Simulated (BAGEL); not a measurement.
**singlet [CH4AlO2]+: a chain of runs**

We compute a single-point energy (singlet [CH4AlO2]+, HF/def2-SVP), then the energy (doublet CH4AlO2, NEVPT2(3,3)/def2-SVP), then the energy (doublet CH4AlO2, CASPT2(3,3)/def2-SVP) of CH4AlO2. 

The calculation is run with BAGEL 1.2.2.

## 1. The system as given

[CH4AlO2]+ has 8 atoms, charge +1, and is taken as a singlet. SMILES of the parent species: `C[O][Al][OH]`. The coordinates come from a PBE0-D4/def2-TZVP relaxation. This is one conformer, not always the lowest. That shape belongs to the parent species and isn't relaxed for this state.

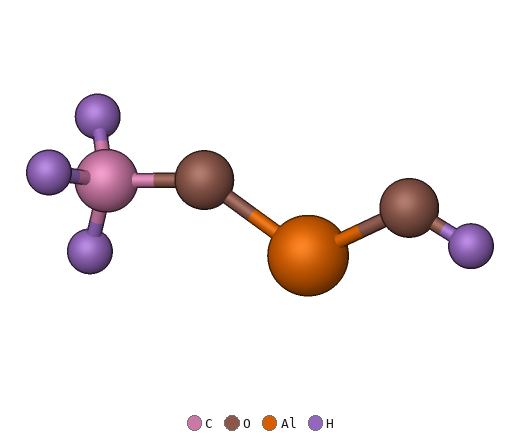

The structure, seen from a chosen angle (carbon pink, oxygen brown, aluminium orange, hydrogen purple).

## 2. A single-point energy at HF/def2-SVP (density fitting with svp-jkfit) (run 1)

Input file input.json:

```json
{ "bagel": [

{
  "title": "molecule",
  "basis": "svp",
  "df_basis": "svp-jkfit",
  "angstrom": "true",
  "geometry": [
    { "atom": "C", "xyz": [    0.292717,    1.365913,   -0.669890 ] },
    { "atom": "O", "xyz": [   -0.035783,    0.282513,    0.144310 ] },
    { "atom": "Al", "xyz": [   -0.062583,   -1.399587,    0.093010 ] },
    { "atom": "O", "xyz": [   -0.601883,   -2.191887,    1.497910 ] },
    { "atom": "H", "xyz": [    0.661217,    1.058313,   -1.655890 ] },
    { "atom": "H", "xyz": [   -0.585383,    2.002413,   -0.820790 ] },
    { "atom": "H", "xyz": [    1.070000,    1.971500,   -0.192500 ] },
    { "atom": "H", "xyz": [   -0.646283,   -3.145987,    1.548210 ] }
  ]
},
{
  "title": "hf",
  "charge": 1
},
{
  "title": "print",
  "file": "orbitals.molden",
  "orbitals": "true"
}

]}
```

Run with:

```bash
$ BAGEL_NUM_THREADS=1 BAGEL input.json > input.out
```

The program printed:

```text
* using 1 threads per process

  ===============================================================
  ===============================================================

  *** Geometry ***

  { "atom" : "C", "xyz" : [      0.553155,      2.581201,     -1.265909 ] },
  { "atom" : "O", "xyz" : [     -0.067620,      0.533872,      0.272706 ] },
  { "atom" : "Al", "xyz" : [     -0.118265,     -2.644836,      0.175763 ] },
  { "atom" : "O", "xyz" : [     -1.137394,     -4.142066,      2.830640 ] },
  { "atom" : "H", "xyz" : [      1.249519,      1.999922,     -3.129179 ] },
  { "atom" : "H", "xyz" : [     -1.106214,      3.784012,     -1.551068 ] },
  { "atom" : "H", "xyz" : [      2.022007,      3.725595,     -0.363772 ] },
  { "atom" : "H", "xyz" : [     -1.221298,     -5.945054,      2.925693 ] },

  Number of auxiliary basis functions:      429

  Since a DF basis is specified, we compute 2- and 3-index integrals:
    o Being stored without compression. Storage requirement is 0.022 GB

  Number of basis functions:       80
  Number of electrons      :       39

    * METHOD: MOLECULE                             0.17

  *** RHF ***

  === Nuclear Repulsion ===
   149.1815178667

      * DIIS with orbital gradients will be used.

  === RHF iteration (svp) ===
      0       -431.10576326          0.02368460           0.05
      1       -431.23491593          0.01958745           0.04
      2       -431.38400237          0.00140268           0.04
      3       -431.38529719          0.00033899           0.04
      4       -431.38536042          0.00012299           0.04
      5       -431.38537035          0.00005027           0.04
      6       -431.38537231          0.00001979           0.04
      7       -431.38537302          0.00000800           0.04
      8       -431.38537315          0.00000291           0.04
      9       -431.38537316          0.00000180           0.04
     10       -431.38537316          0.00000059           0.05
     11       -431.38537317          0.00000025           0.05
     12       -431.38537317          0.00000010           0.05
     13       -431.38537317          0.00000004           0.04
     14       -431.38537317          0.00000002           0.04
     15       -431.38537317          0.00000001           0.04
    * SCF iteration converged.

    * Permanent dipole moment:
           (   -0.637968,     2.109641,     1.886061) a.u.

    * METHOD: HF                                   0.84

    * METHOD: PRINT                                0.02

  ===============================================================
```

It took 1.2 s on 1 thread of Arm Neoverse V1, shared host; peak memory 0.15 GiB.

## 3. Doublet neutral CH4AlO2: a single-point energy at NEVPT2(3,3)/def2-SVP (density fitting with svp-jkfit) (run 2)

Input file nevpt2.json:

```json
{ "bagel": [

{
  "title": "molecule",
  "basis": "svp",
  "df_basis": "svp-jkfit",
  "angstrom": true,
  "geometry": [
    { "atom": "C", "xyz": [       0.292717,       1.365913,      -0.669890 ] },
    { "atom": "O", "xyz": [      -0.035783,       0.282513,       0.144310 ] },
    { "atom": "Al", "xyz": [      -0.062583,      -1.399587,       0.093010 ] },
    { "atom": "O", "xyz": [      -0.601883,      -2.191887,       1.497910 ] },
    { "atom": "H", "xyz": [       0.661217,       1.058313,      -1.655890 ] },
    { "atom": "H", "xyz": [      -0.585383,       2.002413,      -0.820790 ] },
    { "atom": "H", "xyz": [       1.070000,       1.971500,      -0.192500 ] },
    { "atom": "H", "xyz": [      -0.646283,      -3.145987,       1.548210 ] }
  ]
},

{ "title": "hf", "charge": 1 },

{
  "title": "casscf",
  "nstate": 1,
  "nact": 3,
  "nclosed": 18,
  "charge": 0,
  "nspin": 1,
  "active": [11, 20, 28],
  "maxiter": 200,
  "natocc": true
},

{
  "title": "nevpt2",
  "nstate": 1,
  "nact": 3,
  "nclosed": 18,
  "charge": 0,
  "nspin": 1,
  "active": [11, 20, 28],
  "maxiter": 200,
  "natocc": true,
  "ncore": 8
},

{ "title": "print", "file": "orbitals.molden", "orbitals": true }

]}
```

Run with:

```bash
$ BAGEL_NUM_THREADS=1 BAGEL nevpt2.json > nevpt2.out
```

The program printed:

```text
* using 1 threads per process

  ===============================================================
  ===============================================================

  *** Geometry ***

  { "atom" : "C", "xyz" : [      0.553155,      2.581201,     -1.265909 ] },
  { "atom" : "O", "xyz" : [     -0.067620,      0.533872,      0.272706 ] },
  { "atom" : "Al", "xyz" : [     -0.118265,     -2.644836,      0.175763 ] },
  { "atom" : "O", "xyz" : [     -1.137394,     -4.142066,      2.830640 ] },
  { "atom" : "H", "xyz" : [      1.249519,      1.999922,     -3.129179 ] },
  { "atom" : "H", "xyz" : [     -1.106214,      3.784012,     -1.551068 ] },
  { "atom" : "H", "xyz" : [      2.022007,      3.725595,     -0.363772 ] },
  { "atom" : "H", "xyz" : [     -1.221298,     -5.945054,      2.925693 ] },

  Number of auxiliary basis functions:      429

  Since a DF basis is specified, we compute 2- and 3-index integrals:
    o Being stored without compression. Storage requirement is 0.022 GB

  Number of basis functions:       80
  Number of electrons      :       39

    * METHOD: MOLECULE                             0.17

  *** RHF ***

  === Nuclear Repulsion ===
   149.1815178667

      * DIIS with orbital gradients will be used.

  === RHF iteration (svp) ===
      0       -431.10576326          0.02368460           0.04
      1       -431.23491593          0.01958745           0.04
      2       -431.38400237          0.00140268           0.04
      3       -431.38529719          0.00033899           0.04
      4       -431.38536042          0.00012299           0.04
      5       -431.38537035          0.00005027           0.04
      6       -431.38537231          0.00001979           0.04
      7       -431.38537302          0.00000800           0.04
      8       -431.38537315          0.00000291           0.04
      9       -431.38537316          0.00000180           0.04
     10       -431.38537316          0.00000059           0.04
     11       -431.38537317          0.00000025           0.04
     12       -431.38537317          0.00000010           0.04
     13       -431.38537317          0.00000004           0.04
     14       -431.38537317          0.00000002           0.04
     15       -431.38537317          0.00000001           0.04
    * SCF iteration converged.

    * Permanent dipole moment:
           (   -0.637968,     2.109641,     1.886061) a.u.

    * METHOD: HF                                   0.80

  ---------------------------
      CASSCF calculation
  ---------------------------

    ==== Active orbitals : =====
         Orbital 11
         Orbital 20
         Orbital 28
    ============================

    * nstate   :      1
    * nclosed  :     18
    * nact     :      3
    * nvirt    :     59
  === CASSCF iteration (svp) ===

    * Using the second-order algorithm

      0  0      -431.65481852     1.12e-02      0.02

      1  0      -431.67673020     6.35e-04      0.26

      2  0      -431.67695347     3.89e-05      0.33

      3  0      -431.67767667     1.44e-04      0.23

      4  0      -431.68621024     6.68e-04      0.22

      5  0      -431.69087529     1.19e-03      0.26

      6  0      -431.69282007     1.33e-04      0.26

      7  0      -431.69285056     1.90e-05      0.27

      8  0      -431.69285095     3.13e-06      0.27

      9  0      -431.69285095     6.36e-07      0.28

     10  0      -431.69285095     1.51e-07      0.28

     11  0      -431.69285095     3.72e-08      0.25

     12  0      -431.69285095     9.23e-09      0.23

    * Second-order optimization converged. *

     guess   0:   closed 1..                  open .1.

  === FCI iteration ===

      0  0      -431.67647918     5.69e-02      0.00
      1  0      -431.69285039     2.95e-04      0.00
      2  0      -431.69285094     3.30e-05      0.00
      3  0      -431.69285095     7.17e-07      0.00
      4  0      -431.69285095     3.79e-08      0.00
      5  0 *    -431.69285095     3.06e-11      0.00

     * ci vector, state   0, <S^2> = 0.7500
       2a.    -0.9954356103
       .a2    -0.0954181602

    * METHOD: CASSCF                               3.25

    * freezing 8 orbitals

  === DF-NEVPT2 calculation ===

    * 3-index integral transformation done
    * assembly done

      NEVPT2 correlation energy:   -0.5406835179      0.16

          (+0)     -0.4682413758
          (+0)'    -0.0147164216
          (+1)     -0.0138578607
          (+1)'    -0.0000296569
          (+2)     -0.0001396794
          (-1)     -0.0337464681
          (-1)'    -0.0000742056
          (-2)     -0.0098778499

      NEVPT2 total energy:       -432.2335344701

    * METHOD: NEVPT2                               0.25

    * METHOD: PRINT                                0.02

  ===============================================================
```

Wall time 4.8 s (1 thread of Arm Neoverse V1, shared host); peak memory 0.15 GiB.

## 4. Doublet neutral CH4AlO2: the energy at CASPT2(3,3)/def2-SVP (density fitting with svp-jkfit) (run 3)

Input file job.json:

```json
{ "bagel": [

{
  "title": "molecule",
  "basis": "svp",
  "df_basis": "svp-jkfit",
  "angstrom": true,
  "geometry": [
    { "atom": "C", "xyz": [       0.292717,       1.365913,      -0.669890 ] },
    { "atom": "O", "xyz": [      -0.035783,       0.282513,       0.144310 ] },
    { "atom": "Al", "xyz": [      -0.062583,      -1.399587,       0.093010 ] },
    { "atom": "O", "xyz": [      -0.601883,      -2.191887,       1.497910 ] },
    { "atom": "H", "xyz": [       0.661217,       1.058313,      -1.655890 ] },
    { "atom": "H", "xyz": [      -0.585383,       2.002413,      -0.820790 ] },
    { "atom": "H", "xyz": [       1.070000,       1.971500,      -0.192500 ] },
    { "atom": "H", "xyz": [      -0.646283,      -3.145987,       1.548210 ] }
  ]
},

{
  "title": "hf",
  "charge": 1
},

{
  "title": "casscf",
  "nstate": 1,
  "nact": 3,
  "nclosed": 18,
  "nspin": 1,
  "active": [11, 20, 28],
  "maxiter": 200,
  "natocc": true
},

{
  "title": "print",
  "file": "orbitals.molden",
  "orbitals": true
},

{
  "title": "smith",
  "method": "caspt2",
  "ms": true,
  "xms": true,
  "sssr": true,
  "shift": 0.2,
  "shift_imag": true,
  "ncore": 8
}

]}
```

Run with:

```bash
$ BAGEL_NUM_THREADS=1 BAGEL job.json > job.out
```

The program printed:

```text
* using 1 threads per process

  ===============================================================
  ===============================================================

  *** Geometry ***

  { "atom" : "C", "xyz" : [      0.553155,      2.581201,     -1.265909 ] },
  { "atom" : "O", "xyz" : [     -0.067620,      0.533872,      0.272706 ] },
  { "atom" : "Al", "xyz" : [     -0.118265,     -2.644836,      0.175763 ] },
  { "atom" : "O", "xyz" : [     -1.137394,     -4.142066,      2.830640 ] },
  { "atom" : "H", "xyz" : [      1.249519,      1.999922,     -3.129179 ] },
  { "atom" : "H", "xyz" : [     -1.106214,      3.784012,     -1.551068 ] },
  { "atom" : "H", "xyz" : [      2.022007,      3.725595,     -0.363772 ] },
  { "atom" : "H", "xyz" : [     -1.221298,     -5.945054,      2.925693 ] },

  Number of auxiliary basis functions:      429

  Since a DF basis is specified, we compute 2- and 3-index integrals:
    o Being stored without compression. Storage requirement is 0.022 GB

  Number of basis functions:       80
  Number of electrons      :       39

    * METHOD: MOLECULE                             0.17

  *** RHF ***

  === Nuclear Repulsion ===
   149.1815178667

      * DIIS with orbital gradients will be used.

  === RHF iteration (svp) ===
      0       -431.10576326          0.02368460           0.04
      1       -431.23491593          0.01958745           0.04
      2       -431.38400237          0.00140268           0.04
      3       -431.38529719          0.00033899           0.04
      4       -431.38536042          0.00012299           0.04
      5       -431.38537035          0.00005027           0.04
      6       -431.38537231          0.00001979           0.04
      7       -431.38537302          0.00000800           0.04
      8       -431.38537315          0.00000291           0.04
      9       -431.38537316          0.00000180           0.04
     10       -431.38537316          0.00000059           0.04
     11       -431.38537317          0.00000025           0.04
     12       -431.38537317          0.00000010           0.04
     13       -431.38537317          0.00000004           0.04
     14       -431.38537317          0.00000002           0.04
     15       -431.38537317          0.00000001           0.04
    * SCF iteration converged.

    * Permanent dipole moment:
           (   -0.637968,     2.109641,     1.886061) a.u.

    * METHOD: HF                                   0.77

  ---------------------------
      CASSCF calculation
  ---------------------------

    ==== Active orbitals : =====
         Orbital 11
         Orbital 20
         Orbital 28
    ============================

    * nstate   :      1
    * nclosed  :     18
    * nact     :      3
    * nvirt    :     59
  === CASSCF iteration (svp) ===

    * Using the second-order algorithm

      0  0      -431.65481852     1.12e-02      0.02

      1  0      -431.67673020     6.35e-04      0.25

      2  0      -431.67695347     3.89e-05      0.32

      3  0      -431.67767667     1.44e-04      0.23

      4  0      -431.68621024     6.68e-04      0.22

      5  0      -431.69087529     1.19e-03      0.26

      6  0      -431.69282007     1.33e-04      0.26

      7  0      -431.69285056     1.90e-05      0.26

      8  0      -431.69285095     3.13e-06      0.26

      9  0      -431.69285095     6.36e-07      0.28

     10  0      -431.69285095     1.51e-07      0.27

     11  0      -431.69285095     3.72e-08      0.24

     12  0      -431.69285095     9.23e-09      0.22

    * Second-order optimization converged. *

     guess   0:   closed 1..                  open .1.

  === FCI iteration ===

      0  0      -431.67647918     5.69e-02      0.00
      1  0      -431.69285039     2.95e-04      0.00
      2  0      -431.69285094     3.30e-05      0.00
      3  0      -431.69285095     7.17e-07      0.00
      4  0      -431.69285095     3.79e-08      0.00
      5  0 *    -431.69285095     3.06e-11      0.00

     * ci vector, state   0, <S^2> = 0.7500
       2a.    -0.9954356103
       .a2    -0.0954181602

    * METHOD: CASSCF                               3.21

    * METHOD: PRINT                                0.02

  === SMITH program ===

    * freezing 8 orbitals

    * Approximate memory requirement for SMITH calulation per MPI process:
      o Storage requirement for T-amplitude, lambda, and residual is 0.02 GB
      o Storage requirement for MO integrals is 0.01 GB
    * Calculating and saving rdm4f

    * Zeroth order energy : state  0       -1.3256487964

    * CASPT2 iteration is performed using orthogonal basis

      -------------------------------------------  CASPT2 iteration  ---------------------------------------------------
       #      aibj      arbs      arbi      airj      risj      airs      arst      rist         Etot      error   time
      ------------------------------------------------------------------------------------------------------------------

       0  -0.46774  -0.01181  -0.03548  -0.01519  -0.00020  -0.01310  -0.00008  -0.00003   -0.5436375  0.0016889   0.07
       1  -0.46798  -0.01189  -0.03558  -0.01532  -0.00022  -0.01346  -0.00009  -0.00003   -0.5445869  0.0002932   0.06
       2  -0.46801  -0.01190  -0.03558  -0.01532  -0.00022  -0.01347  -0.00009  -0.00003   -0.5446211  0.0000616   0.06
       3  -0.46800  -0.01190  -0.03558  -0.01532  -0.00022  -0.01348  -0.00009  -0.00003   -0.5446223  0.0000141   0.06
       4  -0.46800  -0.01190  -0.03558  -0.01532  -0.00022  -0.01348  -0.00009  -0.00003   -0.5446224  0.0000034   0.06
       5  -0.46800  -0.01190  -0.03558  -0.01532  -0.00022  -0.01348  -0.00009  -0.00003   -0.5446224  0.0000007   0.06

      ------------------------------------------------------------------------------------------------------------------

    * CASPT2 energy : state  0     -432.2396650530
        w/o shift correction       -432.2374733747
        reference weight              0.8644733396

    * METHOD: SMITH                                0.55

  ===============================================================
```

Run time: 5.1 s. Hardware: 1 thread of Arm Neoverse V1, shared host; peak memory 0.17 GiB.

## 5. What came out

```
                                    quantity          value
            run 1, HF/def2-SVP: total energy  -431.38537 Eh
             run 1, HF/def2-SVP: HOMO energy      -17.32 eV
             run 1, HF/def2-SVP: LUMO energy       -7.33 eV
           run 1, HF/def2-SVP: HOMO–LUMO gap        9.99 eV
doublet neutral CH4AlO2, run 2: total energy  -432.23353 Eh
doublet neutral CH4AlO2, run 3: total energy  -432.23967 Eh
```
